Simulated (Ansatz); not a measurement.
**[PH4]+ (SMILES [PH4+]): levels of theory compared**

Aim: a comparison of 6 runs (HF/3-21G, B3LYP/3-21G, B3LYP/6-31G, BHLYP/3-21G, UMP2/6-31G, CCSDT/6-31G) of [PH4]+. 

The calculation is run with Ansatz 0.2.0.

## (1) Starting point

The species is [PH4]+ (5 atoms), meant as a singlet with charge +1. SMILES: `[PH4+]`. The H3–P1 distance was set to 3.438 Å, away from the relaxed value. At this shape a bond of the SMILES string is far longer than usual.

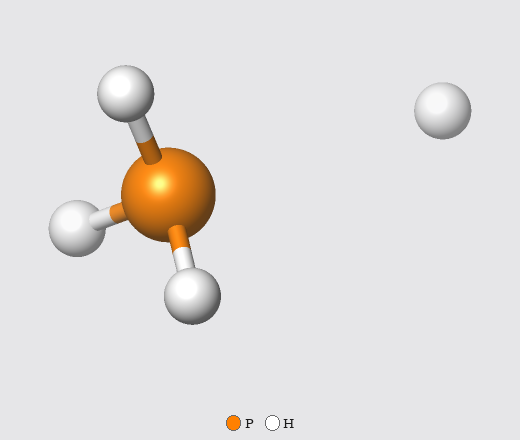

Viewed from a chosen angle; phosphorus orange, hydrogen white.

## (2) The energy at HF/3-21G (run 1)

Contents of job.yaml:

```yaml
basis:
  gaussian: {orbitals: 3-21G.json}
crystal:
  periodic: [false, false, false]
  atoms:
    - {symbol: P, position_ang: [0.925931, 1.524077, -1.036391]}
    - {symbol: H, position_ang: [2.283411, 1.462747, -0.825991]}
    - {symbol: H, position_ang: [-0.617320, -1.016050, 0.691010]}
    - {symbol: H, position_ang: [0.664091, 1.390327, -2.379781]}
    - {symbol: H, position_ang: [0.447701, 2.735217, -0.594611]}
total_charge: 1
magnetization: {spin_polarized: false}
hamiltonian: {xc: hf}
accuracy: high
```

The basis set 3-21G is read from a file made from the Basis Set Exchange's data (not shown).

The run is started by

```sh
$ ansatz run job.yaml --threads 1 --pin off --max-ram 2610MiB --events-out events.jsonl --progress --plain --runs-dir runs
```

Standard output:

```text
Warning: RAYON_NUM_THREADS=1 ignored (pool sized by the plan → 1); use --threads N
Functional definition: HF
  name "HF"
  exchange = exact_x
  correlation = 0
403 factors; integrals over basis functions are off by at most 4.8e-9 eV
mean field evaluation 1: about -9270.6472 eV, gradient 1.7e1 eV
mean field evaluation 2: about -9270.6464 eV, gradient 1.7e1 eV
mean field evaluation 4: about -9272.9468 eV, gradient 2.1e0 eV
mean field evaluation 8: about -9273.0071 eV, gradient 2.4e-4 eV
mean field -9273.00710013 eV, -340.7767254599 hartree, gradient 2.2e-8 eV, S^2 0.000000; 0 other end points of the search recorded, 0 dependent functions left out
reference -9273.00710013 eV, -340.7767254599 hartree; 9, 9 occupied and 12, 12 virtual orbitals, 403 factors
Total energy: -9273.00710013 eV, -340.7767254599 hartree
```

Wall time 0.12 s (1 thread of AMD EPYC 7R43 (Zen 3), shared host).

## (3) The energy at B3LYP/3-21G (run 2)

Contents of run.yaml:

```yaml
crystal:
  periodic: [false, false, false]
  atoms:
    - {symbol: P, position_ang: [0.925931, 1.524077, -1.036391]}
    - {symbol: H, position_ang: [2.283411, 1.462747, -0.825991]}
    - {symbol: H, position_ang: [-0.617320, -1.016050, 0.691010]}
    - {symbol: H, position_ang: [0.664091, 1.390327, -2.379781]}
    - {symbol: H, position_ang: [0.447701, 2.735217, -0.594611]}
basis:
  gaussian:
    orbitals: 3-21G.json
total_charge: 1
hamiltonian:
  xc: {name: B3LYP}
accuracy: high
```

The basis set 3-21G is read from a file made from the Basis Set Exchange's data (not shown).

The run is started by

```sh
$ ansatz run run.yaml --threads 1 --pin off --max-ram 2610MiB --events-out events.jsonl --progress --plain --runs-dir runs
```

Standard output:

```text
Warning: RAYON_NUM_THREADS=1 ignored (pool sized by the plan → 1); use --threads N
Functional definition: B3LYP
  name "B3LYP"
  parameter a0 = 0.2
  parameter ax = 0.72
  parameter ac = 0.81
  exchange = (1 - a0 - ax)*slater_x + ax*b88_x + a0*exact_x
  correlation = (1 - ac)*vwn_rpa_c + ac*lyp_c
403 factors; integrals over basis functions are off by at most 4.8e-9 eV
mean field evaluation 1: about -9287.6242 eV, gradient 2.8e1 eV
mean field evaluation 2: about -9273.8408 eV, gradient 4.7e1 eV
mean field evaluation 4: about -9279.3539 eV, gradient 3.3e1 eV
mean field evaluation 8: about -9290.4443 eV, gradient 9.3e0 eV
mean field evaluation 16: about -9292.9905 eV, gradient 5.1e-9 eV
mean field -9292.99047322 eV, -341.5111008758 hartree, gradient 1.7e-8 eV, S^2 0.000000; 0 other end points of the search recorded, 0 dependent functions left out
reference -9292.99050245 eV, -341.5111019499 hartree; 9, 9 occupied and 12, 12 virtual orbitals, 403 factors
Total energy: -9292.99050245 eV, -341.5111019499 hartree
```

Run time: 0.75 s. Hardware: 1 thread of AMD EPYC 7R43 (Zen 3), shared host.

Runs 3 to 4 aren't shown in full; the table further down has their settings and results.

## (4) The energy at UMP2/6-31G (run 5)

job.yaml: that of step 2 with these lines changed.

```diff
@@ -1,3 +1 @@
-basis:
-  gaussian: {orbitals: 3-21G.json}
 crystal:
@@ -10,5 +8,7 @@
     - {symbol: H, position_ang: [0.447701, 2.735217, -0.594611]}
+basis:
+  gaussian: {orbitals: 6-31G}
+accuracy: high
+correlation: {method: mp2, frozen_orbitals: {H: 0, P: 5}}
 total_charge: 1
-magnetization: {spin_polarized: false}
-hamiltonian: {xc: hf}
-accuracy: high
+magnetization: {spin_polarized: true}
```

The run is started by

```sh
$ ansatz run job.yaml --threads 1 --pin off --max-ram 2610MiB --events-out events.jsonl --progress --plain --runs-dir runs
```

Standard output:

```text
Warning: RAYON_NUM_THREADS=1 ignored (pool sized by the plan → 1); use --threads N
[... 4 set-up lines as earlier in the session ...]
461 factors; integrals over basis functions are off by at most 4.1e-9 eV
mean field evaluation 1: about -9316.6583 eV, gradient 1.2e1 eV
mean field evaluation 2: about -9316.6633 eV, gradient 1.2e1 eV
mean field evaluation 4: about -9319.1125 eV, gradient 1.6e0 eV
mean field evaluation 8: about -9319.1782 eV, gradient 2.9e-4 eV
mean field evaluation 16: about -9321.5137 eV, gradient 3.2e0 eV
mean field evaluation 32: about -9322.0155 eV, gradient 1.4e-3 eV
mean field -9322.01549582 eV, -342.5777507824 hartree, gradient 2.4e-8 eV, S^2 0.987663; 5 other end points of the search recorded, 0 dependent functions left out
5 core orbitals not correlated: weight in the atoms' cores, before any rotation towards them, 1.000 or more for the frozen orbitals, at most 0.000 for the correlated occupied ones
reference -9322.01549582 eV, -342.5777507824 hartree; 4, 4 occupied and 12, 12 virtual orbitals, 461 factors
second order -1.38371485 eV of doubles, -0.00000000 eV of singles
Total energy: -9323.39921067 eV, -342.6286013652 hartree
```

It took 0.28 s on 1 thread of AMD EPYC 7R43 (Zen 3), shared host.

## (5) A single-point energy at CCSDT/6-31G (run 6)

Contents of job.yaml:

```yaml
crystal:
  periodic: [false, false, false]
  atoms:
    - symbol: P
      position_ang: [0.925931, 1.524077, -1.036391]
    - symbol: H
      position_ang: [2.283411, 1.462747, -0.825991]
    - symbol: H
      position_ang: [-0.617320, -1.016050, 0.691010]
    - symbol: H
      position_ang: [0.664091, 1.390327, -2.379781]
    - symbol: H
      position_ang: [0.447701, 2.735217, -0.594611]
basis:
  gaussian: {orbitals: 6-31G}
total_charge: 1
correlation: {method: ccsdt, frozen_orbitals: {H: 0, P: 5}}
accuracy: high
scf: {omitted_lower_state_checks: [cluster_reference, increment]}
```

The run is started by

```sh
$ ansatz run job.yaml --threads 1 --pin off --max-ram 2610MiB --events-out events.jsonl --progress --plain --runs-dir runs
```

Standard output, shortened:

```text
Warning: RAYON_NUM_THREADS=1 ignored (pool sized by the plan → 1); use --threads N
[... 2 set-up lines as earlier in the session ...]
[...]
461 factors; integrals over basis functions are off by at most 4.1e-9 eV
[...]
mean field -9319.17816177 eV, -342.4734806790 hartree, gradient 2.2e-8 eV, S^2 0.000000; 0 other end points of the search recorded, 0 dependent functions left out; unrestricted orbitals would lower it
5 core orbitals not correlated: weight in the atoms' cores, before any rotation towards them, 1.000 or more for the frozen orbitals, at most 0.000 for the correlated occupied ones
reference -9319.17816177 eV, -342.4734806790 hartree; 4, 4 occupied and 12, 12 virtual orbitals, 461 factors
second order -2.89245270 eV of doubles, -0.00000000 eV of singles
cycle   1  -2.92707103 eV  change   -7.9e-1 eV  update   1.5e-1
[...]
cycle  29  -4.82869257 eV  change  -2.7e-10 eV  update  1.2e-10
WARN: these amplitudes may be one of several solutions (largest doubles amplitude 0.84, level shift 4.79 eV)
Total energy: -9324.00685434 eV, -342.6509318580 hartree
Checks for a lower state left out: cluster_reference, increment
```

It took 0.5 s on 1 thread of AMD EPYC 7R43 (Zen 3), shared host.

## (6) All runs side by side

| run | level | frozen core orbitals | energy (Eh) | wall time |
| --- | --- | --- | --- | --- |
| 1 | HF/3-21G | – | -340.776725 | 0.12 s |
| 2 | B3LYP/3-21G | – | -341.511102 | 0.75 s |
| 3 | B3LYP/6-31G | – | -343.223463 | 0.83 s |
| 4 | BHLYP/3-21G | – | -341.461491 | 0.67 s |
| 5 | UMP2/6-31G | 5 | -342.628601 | 0.28 s |
| 6 | CCSDT/6-31G | 5 | -342.650932 | 0.5 s |

## (7) What came out

| quantity | value |
| --- | --- |
| run 6: total energy | -342.65093 Eh |
| run 6: correlation energy (5 core orbitals frozen) | -177.5 mEh |
| run 6: T1 diagnostic | 0.127 |

In words: Totals of different functionals can't be ranked against each other. In run 6 the log says that unrestricted orbitals would lower the reference, so the values rest on an unstable closed-shell determinant (other closed-shell runs at this shape may share the fault). Spin contamination of the reference: run 5 ⟨S²⟩ = 0.99. Where it is this large, the reference is a mixture of spin states, and values that rest on it are in doubt. All runs together took 3.1 s, the longest 0.83 s.
